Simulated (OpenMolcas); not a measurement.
## Run report: S2F2, excited-state calculation (part 3 of 3)

S2F2 (Difluorodisulfane); CASPT2/ANO-R1, sfX2C (OpenMolcas 26.06). The geometry comes from this level: PBE0-D4/def2-TZVP.

Geometry of the input (Å):
```
F  -1.7837  -0.1999  -0.6216
S  -0.4677  0.7641  -0.6324
S  1.0450  -0.2764  -0.1847
F  1.2064  -0.2878  1.4387
```

## What the program printed, continued
```
--------------------------------------------------------------------------------
********************************************************************************
 Compute H0 matrices for state    2
--------------------------------------------------------------------------------
--------------------------------------------------------------------------------
 H0 matrices have been computed.

********************************************************************************
  CASPT2 EQUATION SOLUTION
--------------------------------------------------------------------------------

  Total nr of CASPT2 parameters:
   Before reduction:      225462
   After  reduction:      224790

 Variance of |WF0>:       2.6170964133

 The contributions to the second order correlation energy in atomic units.
-----------------------------------------------------------------------------------------------------------------------------
  IT.      VJTU        VJTI        ATVX        AIVX        VJAI        BVAT        BJAT        BJAI        TOTAL       RNORM
-----------------------------------------------------------------------------------------------------------------------------
   1    -0.006372   -0.016312   -0.016916   -0.068861   -0.075398   -0.039916   -0.076708   -0.317781   -0.618265    0.015285
   2    -0.006542   -0.016572   -0.017276   -0.069728   -0.075676   -0.040308   -0.076941   -0.318045   -0.621089    0.002530
   3    -0.006550   -0.016585   -0.017291   -0.069764   -0.075679   -0.040326   -0.076927   -0.318032   -0.621153    0.000559
   4    -0.006549   -0.016583   -0.017286   -0.069747   -0.075668   -0.040314   -0.076917   -0.318023   -0.621087    0.000104
   5    -0.006549   -0.016582   -0.017286   -0.069746   -0.075667   -0.040313   -0.076917   -0.318023   -0.621084    0.000022
   6    -0.006549   -0.016583   -0.017286   -0.069747   -0.075668   -0.040314   -0.076917   -0.318023   -0.621086    0.000004
-----------------------------------------------------------------------------------------------------------------------------

  FINAL CASPT2 RESULT:

      Reference energy:        -996.1282900705
      E2 (Non-variational):      -0.6210864369
      Shift correction:          -0.0036674708
      E2 (Variational):          -0.6247539076
      Total energy:            -996.7530439782
      Residual norm:              0.0000007788
      Reference weight:           0.83181

      Contributions to the CASPT2 correlation energy
      Active & Virtual Only:         -0.0575995678
      One Inactive Excited:          -0.1532132640
      Two Inactive Excited:          -0.4102736050

++ Denominators, etc.
--------------------------------------------------------------------------------------------------------------
 Report on small energy denominators, large coefficients, and large energy contributions.
CASE  SYMM ACTIVE-MIX  NON-ACTIVE INDICES          DENOMINATOR     RHS VALUE       COEFFICIENT     CONTRIBUTION
VJTU     1  Mu1.0001  In1.022                       0.26101053     -0.00010127     -0.00090816      0.00000009
ATVX     1  Mu1.0001  Se1.029                       0.08999061     -0.00458779      0.00853157     -0.00003914
ATVX     1  Mu1.0002  Se1.029                       0.21278748     -0.00036184      0.00102784     -0.00000037
ATVX     1  Mu1.0001  Se1.030                       0.10285778      0.00008862     -0.00017521     -0.00000002
ATVX     1  Mu1.0002  Se1.030                       0.22565465     -0.00009501      0.00009190     -0.00000001
ATVX     1  Mu1.0001  Se1.031                       0.26236810      0.00550481     -0.01346318     -0.00007411
ATVX     1  Mu1.0001  Se1.032                       0.27029204     -0.00147624      0.00355466     -0.00000525
ATVX     1  Mu1.0029  Se1.034                       1.43141909     -0.03767784      0.02852099     -0.00107461
AIVX     1  Mu1.0003  In1.015 Se1.036               1.65954591     -0.04690266      0.02739298     -0.00128480
BVATM    1  Mu1.0005  Se1.034 Se1.033               1.87193093     -0.04946160      0.02612221     -0.00129205
--

   (Skipping property calculation,
    use PROP keyword to activate)
--

++ CASPT2 computation for group   3

********************************************************************************
 Multi-State initialization phase begins for group   3
--------------------------------------------------------------------------------
********************************************************************************
 Compute H0 matrices for state    3
--------------------------------------------------------------------------------
--------------------------------------------------------------------------------
 H0 matrices have been computed.

********************************************************************************
  CASPT2 EQUATION SOLUTION
--------------------------------------------------------------------------------

  Total nr of CASPT2 parameters:
   Before reduction:      225462
   After  reduction:      224826

 Variance of |WF0>:       2.6227429741

 The contributions to the second order correlation energy in atomic units.
-----------------------------------------------------------------------------------------------------------------------------
  IT.      VJTU        VJTI        ATVX        AIVX        VJAI        BVAT        BJAT        BJAI        TOTAL       RNORM
-----------------------------------------------------------------------------------------------------------------------------
   1    -0.005305   -0.017401   -0.018705   -0.069374   -0.077035   -0.040145   -0.074706   -0.317648   -0.620318    0.015369
   2    -0.005416   -0.017680   -0.019090   -0.070272   -0.077330   -0.040550   -0.074936   -0.317919   -0.623193    0.002544
   3    -0.005420   -0.017694   -0.019107   -0.070313   -0.077337   -0.040568   -0.074924   -0.317910   -0.623274    0.000567
   4    -0.005419   -0.017692   -0.019101   -0.070297   -0.077325   -0.040557   -0.074914   -0.317900   -0.623206    0.000108
   5    -0.005419   -0.017692   -0.019101   -0.070296   -0.077324   -0.040556   -0.074914   -0.317900   -0.623203    0.000022
   6    -0.005419   -0.017692   -0.019101   -0.070297   -0.077325   -0.040556   -0.074915   -0.317901   -0.623205    0.000004
-----------------------------------------------------------------------------------------------------------------------------

  FINAL CASPT2 RESULT:

      Reference energy:        -996.1139991213
      E2 (Non-variational):      -0.6232052084
      Shift correction:          -0.0035146073
      E2 (Variational):          -0.6267198157
      Total energy:            -996.7407189369
      Residual norm:              0.0000007907
      Reference weight:           0.83224

      Contributions to the CASPT2 correlation energy
      Active & Virtual Only:         -0.0596572566
      One Inactive Excited:          -0.1506306810
      Two Inactive Excited:          -0.4129172708

++ Denominators, etc.
--------------------------------------------------------------------------------------------------------------
 Report on small energy denominators, large coefficients, and large energy contributions.
CASE  SYMM ACTIVE-MIX  NON-ACTIVE INDICES          DENOMINATOR     RHS VALUE       COEFFICIENT     CONTRIBUTION
ATVX     1  Mu1.0001  Se1.029                       0.16520853      0.00079811     -0.00126760     -0.00000101
ATVX     1  Mu1.0001  Se1.030                       0.17961329      0.00029094     -0.00034262     -0.00000010
ATVX     1  Mu1.0006  Se1.035                       0.93324073     -0.02928744      0.02997616     -0.00087793
ATVX     1  Mu1.0026  Se1.035                       1.47905975     -0.04033652      0.02939039     -0.00118551
--

   (Skipping property calculation,
    use PROP keyword to activate)
--

  Total CASPT2 energies:
::    CASPT2 Root  1     Total energy:   -996.95165369
::    CASPT2 Root  2     Total energy:   -996.75304398
::    CASPT2 Root  3     Total energy:   -996.74071894

++ Multi-State CASPT2 section:
********************************************************************************
  MULTI-STATE CASPT2 SECTION
--------------------------------------------------------------------------------

  Output diagonal energies have been shifted. Add    996.00000000000000

  Effective Hamiltonian matrix (Symmetric):

                1               2               3
   1     -1992.95165369
   2         0.00614352  -1992.75304398
   3        -0.00289782     -0.00383001  -1992.74071894

       Total MS-CASPT2 energies:
::    MS-CASPT2 Root  1     Total energy:   -996.95188011
::    MS-CASPT2 Root  2     Total energy:   -996.75400589
::    MS-CASPT2 Root  3     Total energy:   -996.73953061

       Eigenvectors:
            0.99944425      0.02567519     -0.02125961
           -0.03062674      0.95905579     -0.28155639
            0.01316014      0.28205103      0.95930914

--

  THE ORIGINAL CI ARRAYS ARE NOW MIXED AS LINEAR
  COMBINATIONS, GIVEN BY THE EIGENVECTORS.
  A NEW JOBIPH FILE NAMED 'JOBMIX' IS PREPARED.
********************************************************************************

++ Mixed CI coefficients:
  The CI coefficients for the MIXED state nr.   1
--------------------------------------------------------------------------------
 CI COEFFICIENTS LARGER THAN  5.00E-02
  Occupation of active orbitals, and spin coupling
  of open shells. (u,d: Spin up or down).
  SGUGA info is (Midvert:IsyUp:UpperWalk/LowerWalk)
        Conf  SGUGA info        Occupation    Coefficient         Weight
           1  ( 1:1:   1/   1)   222000         -0.980581       0.961540
          18  ( 3:1:   2/   2)   2udud0         -0.058863       0.003465
          46  ( 3:1:   6/   6)   022002          0.073661       0.005426
          47  ( 4:1:   1/   1)   2uudd0         -0.055864       0.003121
          51  ( 4:1:   2/   2)   u2ud0d          0.059604       0.003553
          55  ( 4:1:   3/   3)   uu20dd         -0.059185       0.003503

  The CI coefficients for the MIXED state nr.   2
--------------------------------------------------------------------------------
 CI COEFFICIENTS LARGER THAN  5.00E-02
  Occupation of active orbitals, and spin coupling
  of open shells. (u,d: Spin up or down).
  SGUGA info is (Midvert:IsyUp:UpperWalk/LowerWalk)
        Conf  SGUGA info        Occupation    Coefficient         Weight
           2  ( 2:1:   1/   1)   22ud00         -0.457905       0.209677
           3  ( 2:1:   2/   1)   22u0d0         -0.672227       0.451889
           5  ( 2:1:   1/   2)   2u2d00         -0.171749       0.029498
           6  ( 2:1:   2/   2)   2u20d0         -0.452736       0.204970
          11  ( 3:1:   1/   1)   220200          0.106972       0.011443
          18  ( 3:1:   2/   2)   2udud0         -0.195802       0.038339
          31  ( 3:1:   3/   4)   202020          0.122255       0.014946
          39  ( 3:1:   5/   5)   ud20ud         -0.053226       0.002833
          47  ( 4:1:   1/   1)   2uudd0         -0.087266       0.007615
          95  ( 5:1:   8/   5)   02u0d2          0.053286       0.002839

  The CI coefficients for the MIXED state nr.   3
--------------------------------------------------------------------------------
 CI COEFFICIENTS LARGER THAN  5.00E-02
  Occupation of active orbitals, and spin coupling
  of open shells. (u,d: Spin up or down).
  SGUGA info is (Midvert:IsyUp:UpperWalk/LowerWalk)
        Conf  SGUGA info        Occupation    Coefficient         Weight
           2  ( 2:1:   1/   1)   22ud00          0.450576       0.203019
           3  ( 2:1:   2/   1)   22u0d0         -0.687295       0.472375
           5  ( 2:1:   1/   2)   2u2d00         -0.144422       0.020858
           6  ( 2:1:   2/   2)   2u20d0          0.468236       0.219245
          11  ( 3:1:   1/   1)   220200         -0.103727       0.010759
          18  ( 3:1:   2/   2)   2udud0          0.160101       0.025632
          31  ( 3:1:   3/   4)   202020         -0.091609       0.008392
          47  ( 4:1:   1/   1)   2uudd0          0.084781       0.007188
          95  ( 5:1:   8/   5)   02u0d2          0.055407       0.003070

--

--- Stop Module: caspt2 /rc=_RC_ALL_IS_WELL_ ---
--- Module caspt2 spent 2 seconds ---

--- Start Module: rassi ---

                                               &RASSI

                       available to each process: 1.9 GB of memory, 1 thread

      ********************************************************************************
      *                             General data section                             *
      ********************************************************************************

   Specific data for JOBIPH file JOBMIX
   -------------------------------------

   Header from SEWARD:

   CASSCF title (first line only):
       (No title given)

  STATE IRREP:                1
  SPIN MULTIPLICITY:          1
  ACTIVE ELECTRONS:           6
  MAX RAS1 HOLES:             0
  MAX RAS3 ELECTRONS:         0
  NR OF CONFIG:             175
 ###############################################################################
 ###    WARNING: EJOB used when HEFF is available, possible                  ###
 ###    extra interaction between states is ignored!                         ###
 ###############################################################################

   The following data are common to all the states:
   ------------------------------------------------
   (note: frozen counts as inactive, deleted as secondary)

      Nr of irreps: 1

                 Total     No./Irrep
      Irrep                  1
                             a

      INACTIVE      22      22
      ACTIVE         6       6
      SECONDARY     36      36
      BASIS         64      64

      RAS1           0       0
      RAS2           6       6
      RAS3           0       0

        MATRIX ELEMENTS WILL BE COMPUTED FOR THE FOLLOWING ONE-ELECTRON OPERATORS, UNLESS ZERO BY SYMMETRY.
   (Herm=Hermitian, Anti=Antihermitian, Sing=Singlet operator, Trip=Triplet operator)
     MLTPL  0   1 (HERMSING)     MLTPL  1   1 (HERMSING)     MLTPL  1   2 (HERMSING)
     MLTPL  1   3 (HERMSING)     MLTPL  2   1 (HERMSING)     MLTPL  2   2 (HERMSING)
     MLTPL  2   3 (HERMSING)     MLTPL  2   4 (HERMSING)     MLTPL  2   5 (HERMSING)
     MLTPL  2   6 (HERMSING)     VELOCITY   1 (ANTISING)     VELOCITY   2 (ANTISING)
     VELOCITY   3 (ANTISING)     ANGMOM     1 (ANTISING)     ANGMOM     2 (ANTISING)
     ANGMOM     3 (ANTISING)     MLTPV  2   1 (ANTISING)     MLTPV  2   2 (ANTISING)
     MLTPV  2   3 (ANTISING)     MLTPV  2   4 (ANTISING)     MLTPV  2   5 (ANTISING)
     MLTPV  2   6 (ANTISING)

       EIGENSTATES OF A SPIN-FREE HAMILTONIAN WILL BE COMPUTED BASED ON:

  a Hamiltonian matrix assumed to be diagonal with energies read from the wavefunction file(s).

  Nr of states:                    3

   State:        1   2   3
  JobIph:        1   1   1
 Root nr:        1   2   3

  HAMILTONIAN MATRIX FOR THE ORIGINAL STATES:

  Diagonal, with energies
   -996.95188011   -996.75400589   -996.73953061

      OVERLAP MATRIX FOR THE ORIGINAL STATES:

  Diagonal, with elements
      1.00000000      1.00000000      1.00000000

::    RASSI State    1     Total energy:    -996.95188010666334
::    RASSI State    2     Total energy:    -996.75400588550156
::    RASSI State    3     Total energy:    -996.73953061197039

      ****************************************************************************************************
      *                                         Spin-free section                                        *
      *                 Note: index according to input order, order according to energy.                 *
      ****************************************************************************************************

  SPIN-FREE ENERGIES:
  (Shifted by EMIN (a.u.) =       -996.9518801067)

 SF State       Relative EMIN(au)   Rel lowest level(eV)    D:o, cm**(-1)

     1             0.0000000000        0.0000000000              0.0000
     2             0.1978742212        5.3844318602          43428.3717
     3             0.2123494947        5.7783241192          46605.3271

++ Dipole transition strengths (spin-free states):
   -----------------------------------------------
     for osc. strength at least  1.00000000E-05

      From   To        Osc. strength     Einstein coefficients Ax, Ay, Az (sec-1)    Total A (sec-1)
     -----------------------------------------------------------------------------------------------
         1    2       3.34500911E-03  1.21098789E+06  1.29263113E+03  2.99582502E+06  4.20810555E+06
         1    3       1.95694510E-03  1.03598682E+05  9.10175715E+05  1.82147972E+06  2.83525412E+06
         2    3       4.58695972E-05  1.02746119E+01  1.20249742E+01  2.86509001E+02  3.08808587E+02
     -----------------------------------------------------------------------------------------------
--

++ Velocity transition strengths (spin-free states):
   -------------------------------------------------
     for osc. strength at least  1.00000000E-05

      From   To        Osc. strength     Einstein coefficients Ax, Ay, Az (sec-1)    Total A (sec-1)
     -----------------------------------------------------------------------------------------------
         1    2       2.40846922E-04  1.18393385E+05  7.51443798E+04  1.09453718E+05  3.02991483E+05
         1    3       4.49261011E-04  4.84311214E+05  4.81335445E+02  1.66104160E+05  6.50896710E+05
         2    3       9.59925626E-04  6.08261329E+03  1.25392212E+02  2.54516380E+02  6.46252189E+03
     -----------------------------------------------------------------------------------------------
--

++ Length and velocity gauge comparison (spin-free states):
   --------------------------------------------------------

 --------------------------------------------------
 A comparison between the dipole oscillator strengths in
 length and velocity gauge will be performed

     All dipole oscillator differences above the tolerance of   1.00000000E-01  will be printed

 Due to basis set deficiency these oscillator may be problematic

 The tolerance is defined as ABS(1-O_l/O_v)
 O_l : dipole oscillator strength in length gauge
 O_p : dipole oscillator strength in velocity gauge
 --------------------------------------------------

  Problematic transitions have been found

      From   To       Difference (%) Osc. st. (len.) Osc. st. (vel.)
     ---------------------------------------------------------------
         1    2          1288.852754  3.34500911E-03  2.40846922E-04
         1    3           335.592018  1.95694510E-03  4.49261011E-04
         2    3            95.221547  4.58695972E-05  9.59925626E-04
     ---------------------------------------------------------------

 Number of problematic transitions =                     3

--

 Electric-dipole - electric-octupole not included
 Electric-dipole - magnetic-quadrupole not included

      ****************************************************************************************************
      *                                    Special properties section                                    *
      ****************************************************************************************************

--- Stop Module: rassi /rc=_RC_ALL_IS_WELL_ ---

.##################.
.# Happy landing! #.
.##################.

    Timing: Wall=7.03 User=6.18 System=0.84
```

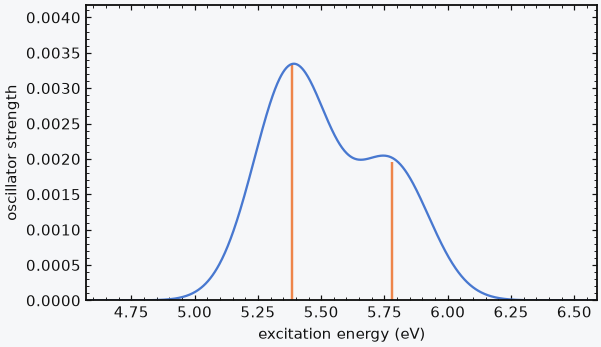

Fig. 1: Computed excitations as sticks (degenerate states added up, dark ones marked on the axis), with a Gaussian envelope of 0.35 eV full width at half maximum, scaled to the tallest. Of the 2 states the lowest lies at 5.38 eV (f = 0.003); the strongest line is at 5.38 eV, or 230 nm (f = 0.003).

## Summary

| quantity | value |
| --- | --- |
| outcome | converged |
| total energy | −996.951880 hartree |
| CASSCF energy | −996.346011 hartree |
| basis functions | 64 |
| lowest singlet excitation | 5.38 eV |
| hardware | 1 thread of Arm Neoverse V1, 24 GiB of memory available, shared host |
| wall time | 7.5 s |
| peak memory | 0.083 GiB |
